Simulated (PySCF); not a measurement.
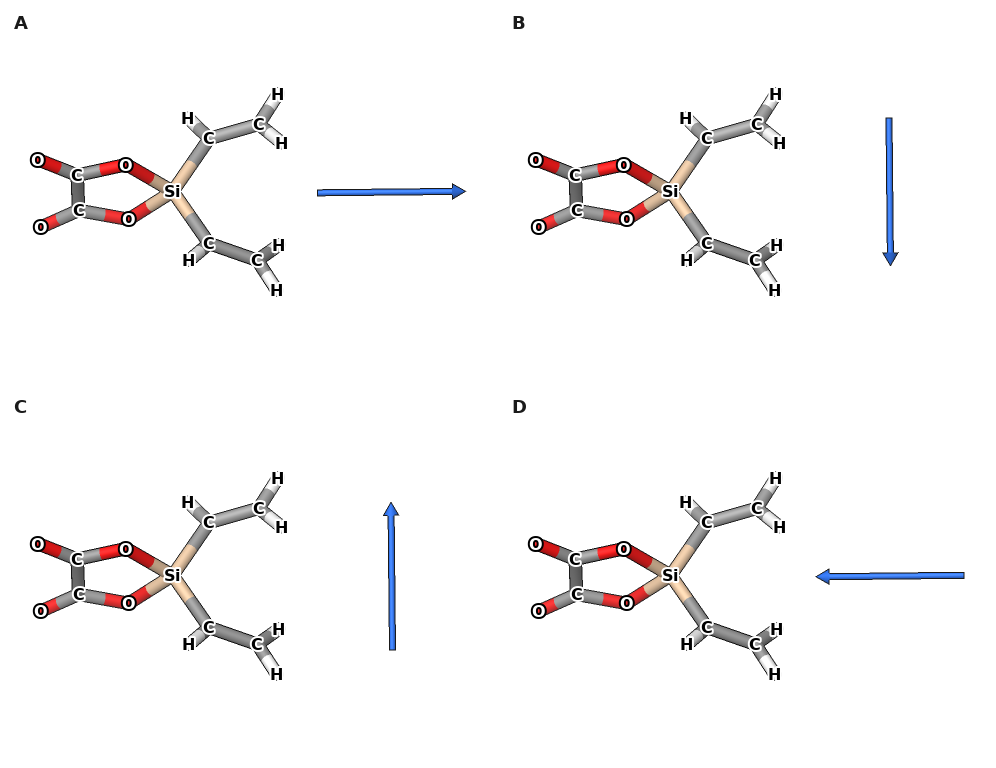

The same molecule four times, each with an arrow. The geometry was computed by an optimisation with GFN2-xTB. No frequency run is at hand to confirm it as a minimum. Method: PBE0/pcSseg-1, gas phase (PySCF 2.14.0).

**Which arrow points along the dipole moment, from the negative to the positive end?**

A. The dipole moment is 7.32 D.

The geometry is semi-empirical. Around Si such bond lengths and angles can be off by a tenth of an ångström or more and by several degrees, and values that hang on the shape move with them.
